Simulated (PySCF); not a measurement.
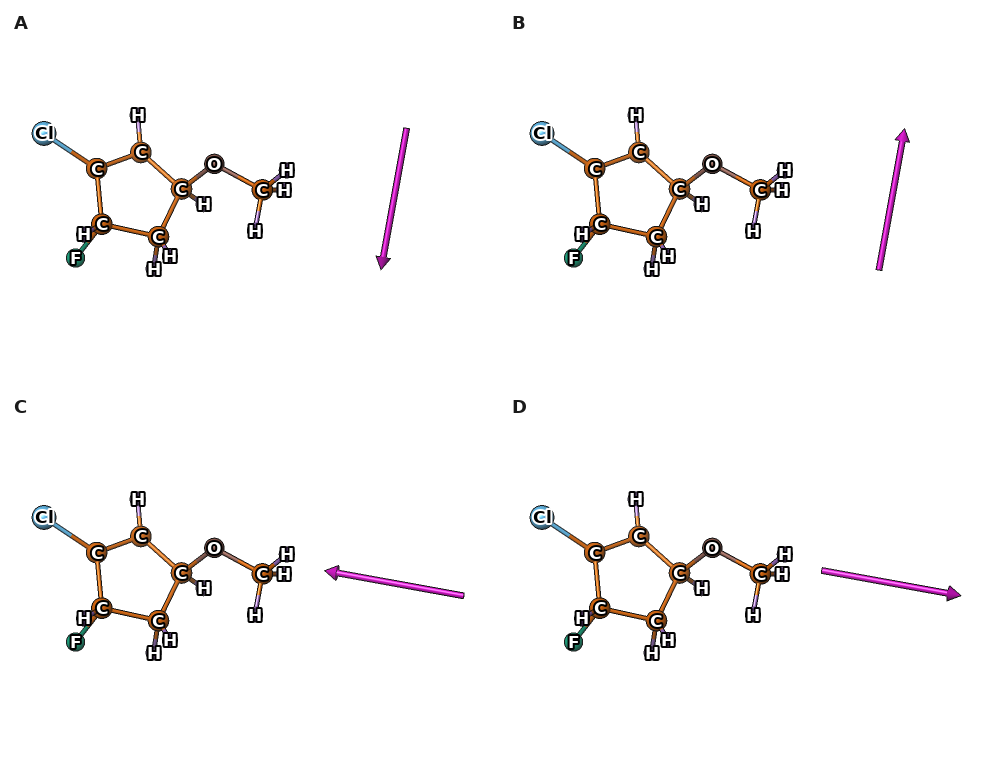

The same molecule four times, each with an arrow. Geometry: a frame of a GFN2-xTB molecular-dynamics simulation, not a minimum. Method: PBE0/pcSseg-1, gas phase (PySCF 2.14.0).

> Which arrow points along the dipole moment, from the negative to the positive end?

D. The dipole moment is 2.71 D.
